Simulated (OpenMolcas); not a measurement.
**One shape, several levels: C2H4ClF (1-chloro-2-fluoroethane)**

Aim: a comparison of 6 runs (HF/6-311+G**, BHLYP/6-311+G**, BLYP/6-311+G**, PBE/6-311+G**, SVWN5/6-311+G**, r2SCAN/6-311+G**) of C2H4ClF (1-chloro-2-fluoroethane). 

Program for the calculation: OpenMolcas 26.06.

1 further run of the same task is left out (set aside as unsound or not needed).

## Step 1: The molecule

C2H4ClF has 8 atoms, charge 0, and is taken as a singlet. As SMILES, `FCCCl`. Geometry: relaxed at PBE0-D4/def2-TZVP. This is one conformer, not always the lowest.

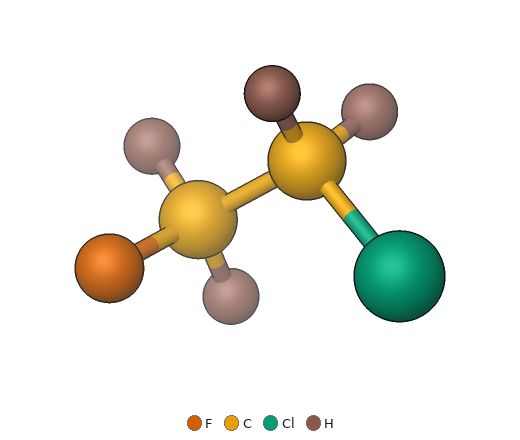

Viewed from a chosen angle; fluorine orange, carbon amber, chlorine teal, hydrogen brown.

## Step 2: Energy and gradient at HF/6-311+G(d,p) (run 1)

Input file run.input:

```
* C2H4ClF Hartree-Fock
&GATEWAY
BasLib=$CurrDir
BasisSet
F.6-311pGss....
F1 -1.336980 0.498150 1.030500 angstrom
End of Basis
BasisSet
C.6-311pGss....
C2 -0.143560 0.671020 0.368890 angstrom
C3 0.300450 -0.609920 -0.275720 angstrom
End of Basis
BasisSet
Cl.6-311pGss....
Cl4 -0.759330 -1.087620 -1.620890 angstrom
End of Basis
BasisSet
H.6-311pGss....
H5 -0.273910 1.462220 -0.374180 angstrom
H6 0.609620 0.981160 1.102570 angstrom
H7 0.296790 -1.425630 0.446820 angstrom
H8 1.306920 -0.489380 -0.677980 angstrom
End of Basis
&SEWARD
&SCF
Thresholds=1e-10 1e-07 1e-07 1e-05
PrOrbitals=1 2
&ALASKA
```

The basis set 6-311+G** is read from a file made from the Basis Set Exchange's data (not shown).

The run is started by

```
export MOLCAS_MEM=1860
pymolcas run.input > run.log
```

The log of the run:

```text
--- Start Module: gateway ---
[...]
--- Stop Module: gateway /rc=_RC_ALL_IS_WELL_ ---
[...]
      Basis functions          120
[...]
--- Start Module: scf ---
[...]
       Convergence after  13 Iterations
[...]
::    Total SCF energy                               -637.0569998817
[...]
      Total spin, S                                     0.0000000000
[...]
      Total electronic charge=   42.000000
      Total            charge=   -0.000000
[...]
      Dipole Moment (debye):
      Origin of the operator (angstrom)=   -0.5868   -0.3330   -0.4327
                   X=  3.0519E+00               Y=  7.8670E-01               Z=  5.9363E-01           Total=  3.2071E+00
      Quadrupole Moment (debye*angstrom):
[...]
--- Stop Module: scf /rc=_RC_ALL_IS_WELL_ ---
[...]
--- Start Module: alaska ---
[...]
 *              Molecular gradients               *
 **************************************************
  Irreducible representation: a
 ------------------------------------------------------------------------------------------
                              X                       Y                       Z
 ------------------------------------------------------------------------------------------
  F1               -9.86091325883720E-03   -1.21823197770832E-03    5.11049158002663E-03
  C2                2.13768028901073E-03   -1.03881792943747E-02   -4.08754406181155E-03
  C3               -8.48266321156643E-03    6.88526038718446E-03   -5.84989254847068E-03
  CL4               2.67797660347213E-03    1.84504608107972E-03    4.36213879294556E-03
  H5                2.92164410500090E-04    5.37541314386170E-03   -6.36290020587227E-03
  H6                6.74132462914745E-03    2.22958066856660E-03    4.34242163658682E-03
  H7               -6.15186758913810E-05   -5.15762979333534E-03    4.79770289663817E-03
  H8                6.55594921412739E-03    4.28740784705534E-04   -2.31241809013172E-03
[...]
--- Stop Module: alaska /rc=_RC_ALL_IS_WELL_ ---
[...]
```

Run time: 19 s. Hardware: 1 thread of Intel Xeon 6975P-C (Granite Rapids), shared host; peak memory 0.76 GiB.

## Step 3: Energy and gradient at BHLYP/6-311+G(d,p) (run 2)

Input file input.xyz:

```xyz
8

F     -1.336980     0.498150     1.030500
C     -0.143560     0.671020     0.368890
C      0.300450    -0.609920    -0.275720
Cl    -0.759330    -1.087620    -1.620890
H     -0.273910     1.462220    -0.374180
H      0.609620     0.981160     1.102570
H      0.296790    -1.425630     0.446820
H      1.306920    -0.489380    -0.677980
```

Input file calc.inp:

```
&GATEWAY
  BasLib=$CurrDir
  Coord=input.xyz
  Basis=6-311pGss
  Group=NoSym

&SEWARD
  GridInput
  Grid=UltraFine
  End of Grid

&SCF
  KSDFT=HYB_GGA_XC_BHANDHLYP
  Thresholds=1e-10 1e-07 1e-07 1e-05
  PrOrbitals=0

&ALASKA
```

The basis set 6-311+G** is read from a file made from the Basis Set Exchange's data (not shown).

The run is started by

```
export MOLCAS_MEM=1860
pymolcas calc.inp > calc.log
```

The log of the run:

```text
--- Start Module: gateway ---
[...]
--- Stop Module: gateway /rc=_RC_ALL_IS_WELL_ ---
[...]
      Basis functions          120
[...]
--- Start Module: scf ---
[...]
       Convergence after  13 Iterations
[...]
::    Total KS-DFT energy                            -638.6331680500
[...]
      Total spin, S                                     0.0000000000
[...]
      Total electronic charge=   42.000000
      Total            charge=   -0.000000
[...]
      Dipole Moment (debye):
      Origin of the operator (angstrom)=   -0.5868   -0.3330   -0.4327
                   X=  2.8986E+00               Y=  7.3674E-01               Z=  5.5066E-01           Total=  3.0411E+00
      Quadrupole Moment (debye*angstrom):
[...]
--- Stop Module: scf /rc=_RC_ALL_IS_WELL_ ---
[...]
--- Start Module: alaska ---
[...]
 *              Molecular gradients               *
 **************************************************
  Irreducible representation: a
 ------------------------------------------------------------------------------------------
                              X                       Y                       Z
 ------------------------------------------------------------------------------------------
  F1               -2.37251553928175E-03   -2.63716083718446E-04    1.13675950231951E-03
  C2               -3.92345370357683E-03   -5.80929581503931E-03    3.62822230805193E-04
  C3               -6.50654445883436E-03    2.61764362538452E-03   -5.68100665167126E-03
  CL4               2.55028255948453E-03    1.50252770455239E-03    3.73871707900975E-03
  H5                9.13916273562465E-05    4.17158219771441E-03   -4.67797705852924E-03
  H6                4.99838352300896E-03    1.66782920174446E-03    3.49293903859937E-03
  H7               -2.03738941325637E-05   -4.24096780569538E-03    3.66127516967607E-03
  H8                5.18282988593288E-03    3.54396974942606E-04   -2.03352931021383E-03
[...]
--- Stop Module: alaska /rc=_RC_ALL_IS_WELL_ ---
[...]
```

Wall time 39 s (1 thread of Intel Xeon 6975P-C (Granite Rapids), shared host); peak memory 0.76 GiB.

Runs 3 to 5 aren't shown in full; the table further down has their settings and results.

## Step 4: Energy and gradient at r2SCAN/6-311+G(d,p) (run 6)

Input file calc.input:

```
>>> EXPORT MOLCAS_PRINT=2
&GATEWAY
BasLib = $CurrDir
Coord
8
angstrom
F       -1.336980       0.498150       1.030500
C       -0.143560       0.671020       0.368890
C        0.300450      -0.609920      -0.275720
Cl      -0.759330      -1.087620      -1.620890
H       -0.273910       1.462220      -0.374180
H        0.609620       0.981160       1.102570
H        0.296790      -1.425630       0.446820
H        1.306920      -0.489380      -0.677980
Basis = 6-311pGss
Group = NoSym
&SEWARD
GridInput
Grid=UltraFine
End of Grid
&SCF
KSDFT = 2
1.0 MGGA_X_R2SCAN
1.0 MGGA_C_R2SCAN
Thresholds = 1e-10 1e-07 1e-07 1e-05
PrOrbitals = 1 1
&ALASKA
```

The basis set 6-311+G** is read from a file made from the Basis Set Exchange's data (not shown).

The run is started by

```
export MOLCAS_MEM=1860
pymolcas calc.input > calc.log
```

The log of the run:

```text
--- Start Module: gateway ---
[...]
--- Stop Module: gateway /rc=_RC_ALL_IS_WELL_ ---
[...]
      Basis functions          120
[...]
--- Start Module: scf ---
[...]
       Convergence after  14 Iterations
[...]
::    Total KS-DFT energy                            -638.5985332762
[...]
      Total spin, S                                     0.0000000000
[...]
      Total electronic charge=   42.000000
      Total            charge=   -0.000000
[...]
      Dipole Moment (debye):
      Origin of the operator (angstrom)=   -0.5868   -0.3330   -0.4327
                   X=  2.7320E+00               Y=  7.1387E-01               Z=  5.9862E-01           Total=  2.8865E+00
      Quadrupole Moment (debye*angstrom):
[...]
--- Stop Module: scf /rc=_RC_ALL_IS_WELL_ ---
[...]
--- Start Module: alaska ---
[...]
 *              Molecular gradients               *
 **************************************************
  Irreducible representation: a
 ------------------------------------------------------------------------------------------
                              X                       Y                       Z
 ------------------------------------------------------------------------------------------
  F1                9.04563185391360E-03    1.43364796592804E-03   -4.80252890559818E-03
  C2               -7.95861238674345E-03   -3.24773293345526E-03    3.81515428396417E-03
  C3               -4.92871416107565E-03    2.02971350788395E-04   -4.76022484731464E-03
  CL4               5.47092767732771E-03    2.50578905232324E-03    6.69967060472665E-03
  H5                3.95898513373127E-04   -1.07365866218023E-03    6.56284175398092E-04
  H6               -7.99051821836372E-04   -2.20319165560090E-04   -9.95947291425381E-04
  H7                1.12736113485057E-05    7.75554800416689E-04   -9.13963098790216E-04
  H8               -1.23735328636432E-03   -3.76252408221700E-04    3.01555078878524E-04
[...]
--- Stop Module: alaska /rc=_RC_ALL_IS_WELL_ ---
[...]
```

It took 51 s on 1 thread of Intel Xeon 6975P-C (Granite Rapids), shared host; peak memory 0.76 GiB.

## Step 5: All runs side by side

| run | level | integration grid | energy (Eh) | dipole moment (D) | HOMO energy (eV) | LUMO energy (eV) | wall time |
| --- | --- | --- | --- | --- | --- | --- | --- |
| 1 | HF/6-311+G** | – | -637.057000 | 3.21 | -12.05 | 1.75 | 19 s |
| 2 | BHLYP/6-311+G** | UltraFine | -638.633168 | 3.04 | -9.98 | 0.54 | 39 s |
| 3 | BLYP/6-311+G** | UltraFine | -638.668492 | 2.79 | -7.11 | -0.63 | 43 s |
| 4 | PBE/6-311+G** | UltraFine | -638.330482 | 2.78 | -7.24 | -0.66 | 42 s |
| 5 | SVWN5/6-311+G** | UltraFine | -635.871492 | 2.84 | -7.35 | -0.82 | 30 s |
| 6 | r2SCAN/6-311+G** | UltraFine | -638.598533 | 2.89 | -7.56 | -0.24 | 51 s |

## Step 6: What came out

| quantity | value |
| --- | --- |
| run 6: total energy | -638.59853 Eh |
| run 6: dipole moment | 2.89 D |
| run 6: HOMO energy | -7.56 eV |
| run 6: LUMO energy | -0.24 eV |
| run 6: HOMO–LUMO gap | 7.32 eV |
| run 6: largest force on an atom | 0.532 eV/Å |

In words: The dipole moment (its size) runs from 2.78 D (PBE/6-311+G**) to 3.21 D (HF/6-311+G**). The HOMO–LUMO gap runs from 6.48 eV (BLYP/6-311+G**) to 13.79 eV (HF/6-311+G**). Exact exchange widens orbital gaps. Totals of different functionals can't be ranked against each other. All runs together took 3.7 min, the longest 51 s.
